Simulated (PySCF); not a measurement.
# C$_{6}$H$_{7}$N$_{2}$ (doublet): what the fields show

Input file:

```
{"job": {"kind": "epr", "basis": "pcH-1"}, "charge": 0, "multiplicity": 2}
H      2.033948    -1.945022    -1.004663
N      1.251897    -2.000423    -0.356646
C      0.593880    -0.950403    -0.186834
C      0.774506     0.459532    -0.724544
C     -0.293789     1.223266     0.124648
C     -0.185501     0.427702     1.388529
C     -0.581165    -0.880661     0.797678
N     -1.739098    -0.566488    -0.035981
C     -1.583593     0.635556    -0.398807
H      1.779821     0.820541    -0.501633
H      0.609204     0.531076    -1.802163
H     -0.190382     2.302810     0.148942
H      0.508812     0.585409     2.189321
H     -0.716250    -1.765084     1.407266
H     -2.266705     1.130176    -1.067027
```

Command:

```sh
OMP_NUM_THREADS=1 python probes_run.py task.json out
```

Geometry: GFN2-xTB.

All numbers below come from PySCF, UKS B3LYP, pcH-1 on C H N, non-relativistic, mean-field spin-orbit, GIAO.

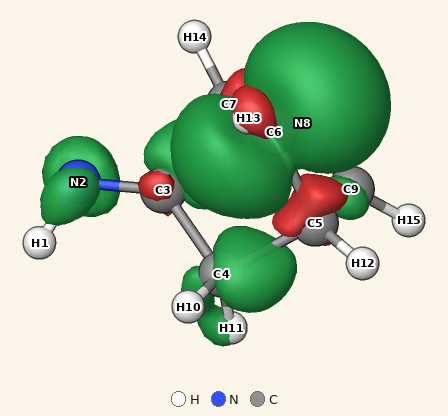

Figure 1. Isosurfaces of the spin density (α minus β) at +0.015 (green) and −0.015 e/Å³ (red), seen across its widest extent.

Q: Which atoms carry the spin?

A: The unpaired spin (1 electron) lies mostly on C6 (about 0.7), in electrons by Hirshfeld's partition.

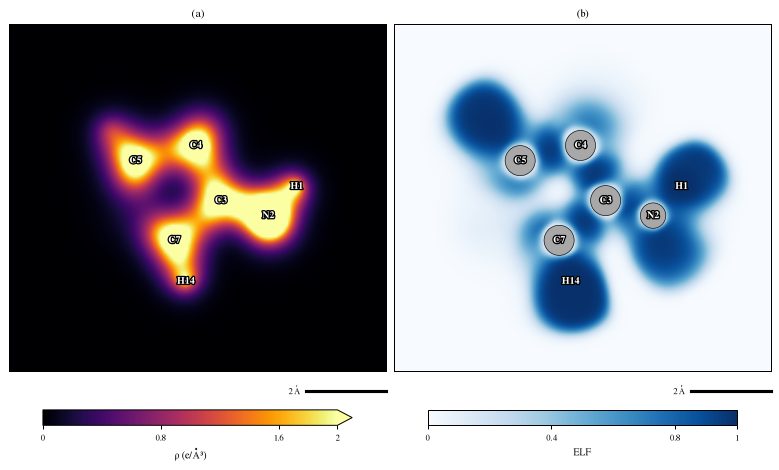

Figure 2. (a) total electron density; (b) ELF on the plane of atoms C4, C3 and C7. Grey discs cover the atomic cores in the ELF map.

Q: What does the map show?

A: Atoms in the plane: H, N and C. C–N (1.25 Å): ρ at the midpoint is about 2.9 e/Å³; the ELF peaks at about 0.90 between the atoms (a short, multiple covalent bond). N–H (1.02 Å): the density is about 2.8 e/Å³ at the midpoint; the ELF climbs to about 1 towards the hydrogen, as it does in any bond to H; an ordinary covalent bond to hydrogen. C–C (1.53 Å): the density is about 1.6 e/Å³ at the midpoint; the ELF peaks at about 0.95 between the atoms: a covalent bond. C–H (1.08 Å): ρ is about 2.1 e/Å³ halfway; the ELF climbs to about 1 towards the hydrogen: an ordinary covalent bond to hydrogen. The ELF also peaks beside N2, away from the bonds: non-bonding electrons, paired or unpaired.

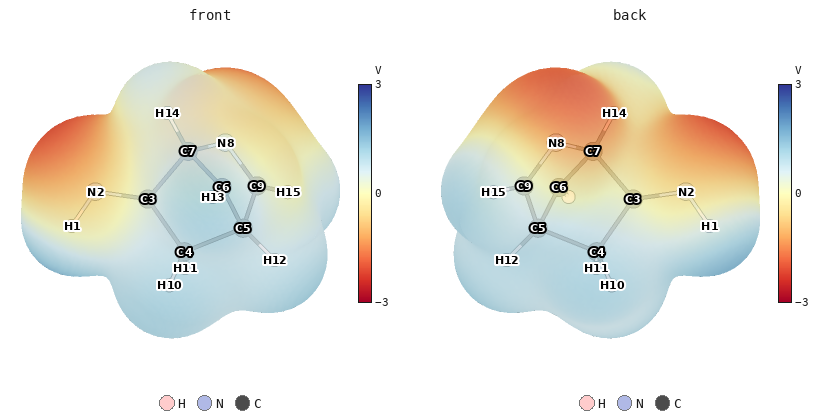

Figure 3. The electrostatic potential painted on the density surface at 0.002 e/bohr³, seen from the front and from behind; the colour scale runs from red (negative) to blue (positive).

Q: Which sites attract a positive test charge, and which a negative one?

A: A positive charge is drawn to the negative regions and a negative charge to the positive ones. The most negative region (about −2.0 V) lies over N2 and N8, the most positive (about +1.5 V) over H1.
